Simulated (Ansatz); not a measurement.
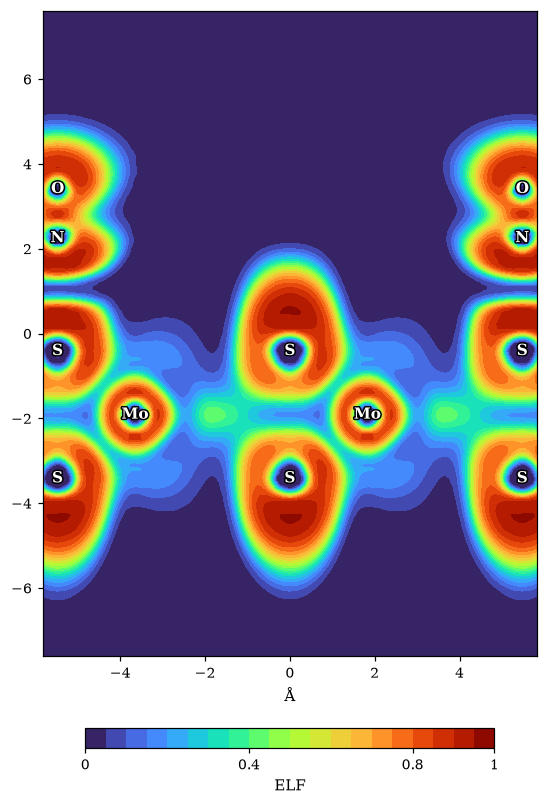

*Mo$_{4}$S$_{8}$NO (slab). Electron localisation function on the (110) plane of the calculation cell, a cut from vacuum to vacuum.*

Not relaxed (largest force 1.4 eV/Å).

All numbers below come from Kohn-Sham DFT of a periodic cell, PBE, PseudoDojo stringent in Ansatz.

Read the bonding off the picture.

Answer. Atoms in the plane: S, Mo, N and O. N–O (1.16 Å): the ELF peaks at about 0.90 between the atoms (inside overlapping core regions, so only a guide): a short, multiple covalent bond. Mo–S (2.36 Å): the ELF peaks at about 0.85 in the valence shell of S, 0.8 Å from its nucleus, and is about 0.45 at the midpoint. The features right at Mo lie inside the core regions, where the map follows smoothed inner orbitals and isn't to be read closely.
